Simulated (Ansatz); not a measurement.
```sh
ansatz run in.yaml --threads 2 --pin off --events-out ev --progress --plain --max-ram 32768MiB --backend cuda --devices 0, --max-vram 18GiB
```

```yaml
crystal:
  periodic: [false, false, false]
  atoms:
    - {symbol: C, position_ang: [-0.459439, -0.228384, 2.158252]}
    - {symbol: C, position_ang: [-0.162402, -0.084760, 0.696537]}
    - {symbol: C, position_ang: [0.608676, -1.030261, 0.027062]}
    - {symbol: C, position_ang: [0.909185, -0.884263, -1.318689]}
    - {symbol: C, position_ang: [0.439237, 0.214264, -2.022231]}
    - {symbol: C, position_ang: [-0.334012, 1.162018, -1.368482]}
    - {symbol: C, position_ang: [-0.631344, 1.010772, -0.023020]}
    - {symbol: H, position_ang: [-0.451713, -1.275838, 2.464949]}
    - {symbol: H, position_ang: [0.288708, 0.295161, 2.761814]}
    - {symbol: H, position_ang: [-1.434139, 0.194001, 2.409968]}
    - {symbol: H, position_ang: [0.977313, -1.895503, 0.569009]}
    - {symbol: H, position_ang: [1.510135, -1.634442, -1.820484]}
    - {symbol: H, position_ang: [0.669948, 0.328700, -3.075063]}
    - {symbol: H, position_ang: [-0.711336, 2.022416, -1.909828]}
    - {symbol: H, position_ang: [-1.240816, 1.755320, 0.479508]}
basis:
  gaussian: {orbitals: def2-TZVPP}
total_charge: 1
magnetization: {spin_polarized: true, initial_magnetization: 1}
hamiltonian: {xc: pbe0, dispersion: d4}
```

Geometry: the geometry of the neutral molecule.

What structure does this define?

Formula C₇H₈⁺. It is an open-shell species. Coordination: 1 C tetrahedral; 6 C trigonal planar.

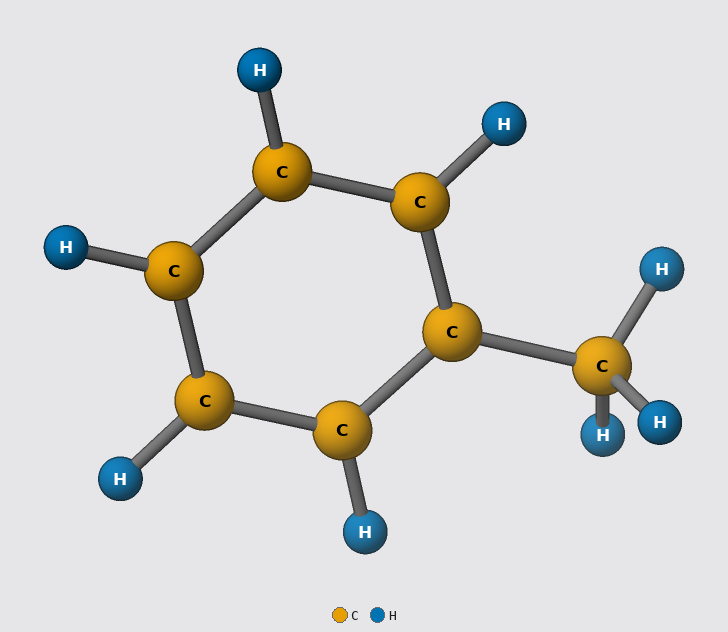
